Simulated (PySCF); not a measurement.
**C4H10AlCl (SMILES C[C](C)(C)[AlH][Cl]): density, localisation and related maps**

```xyz
16

C    -0.6536   -1.1117   -0.8749
C    -0.0288    0.0079   -0.0274
C    -0.0684    1.3040   -0.8527
C    -0.8389    0.1919    1.2611
Al    1.8495   -0.4537    0.5997
Cl    3.4616   -0.8337   -0.5643
H    -0.7179   -2.0390   -0.3051
H    -1.6592   -0.8370   -1.1986
H    -0.0507   -1.3000   -1.7645
H     0.5577    1.2104   -1.7413
H    -1.0867    1.5265   -1.1769
H     0.2966    2.1473   -0.2659
H    -1.8775    0.4455    1.0460
H    -0.4078    0.9877    1.8703
H    -0.8223   -0.7239    1.8540
H     2.0387   -0.5131    2.1288
```

Geometry: GFN2-xTB.

The calculation used PySCF 2.14.0, CAM-B3LYP/def2-SVPD, SCF density, gas phase.

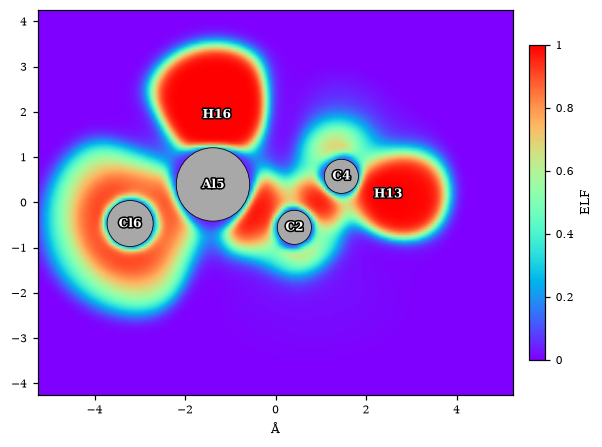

Figure 1. Electron localisation function on the plane of atoms C4, C2 and Al5. Grey discs cover the atomic cores.

Describe what can be read from this map.

- The plane passes through C, Al, Cl and H nuclei.
- C–C (1.53 Å): the ELF peaks at about 0.95 between the atoms: a covalent bond.
- Al–Cl (2.02 Å): the ELF peaks at about 0.90 in the valence shell of Cl, 0.9 Å from its nucleus, and is about 0.80 at the midpoint.
- C–Al (2.03 Å): the ELF peaks at about 0.95 between the atoms (a shared but strongly polarised pair).
- C–H (1.09 Å): the ELF climbs to about 1 towards the hydrogen, as it does in any bond to H (a covalent bond by its length).
- Al–H (1.54 Å): the ELF climbs to about 1 towards the hydrogen.
- The ELF also peaks beside Cl6, away from the bonds: lone-pair regions.

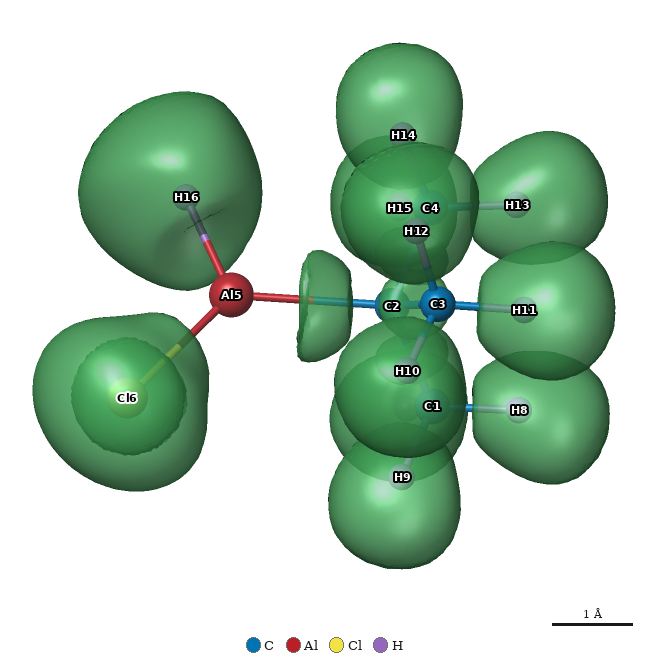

Figure 2. Isosurface of the ELF at 0.8 (green), seen at a tilt. Core shells and regions of very low density are left out.

What do the ELF domains correspond to?

The ELF exceeds this value in one region between bonded Al–C atoms (shared pairs), three regions between bonded C–C atoms (shared pairs), ten regions around hydrogen nuclei and one region on Cl in which the atom's valence shell and bonds are merged.

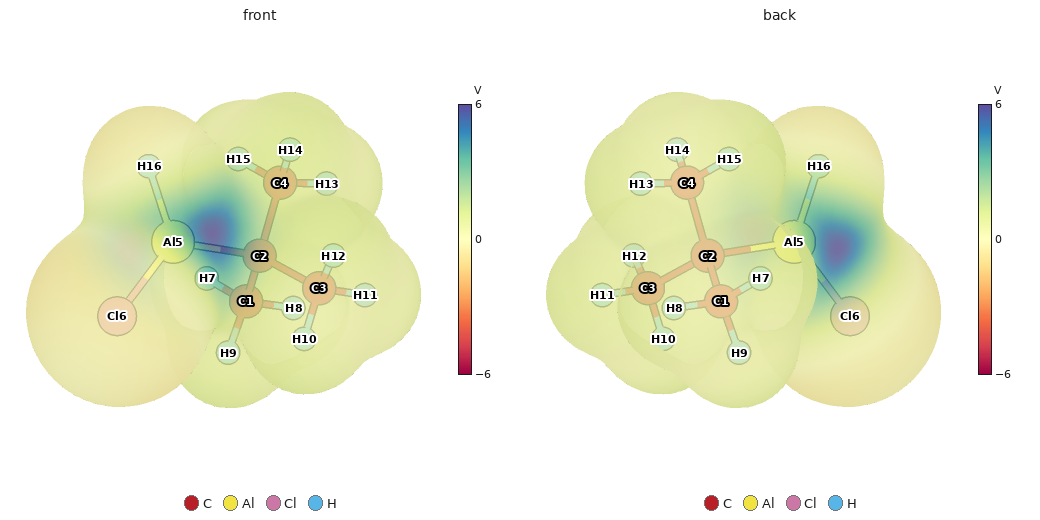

Figure 3. The molecular electrostatic potential painted on the density surface at 0.004 e/bohr³, seen from the front and from behind; red is negative and blue positive.

Describe the electrostatic potential map.

The most negative region (about −0.5 V) lies over Cl6, the most positive (about +5.5 V) over Al5.
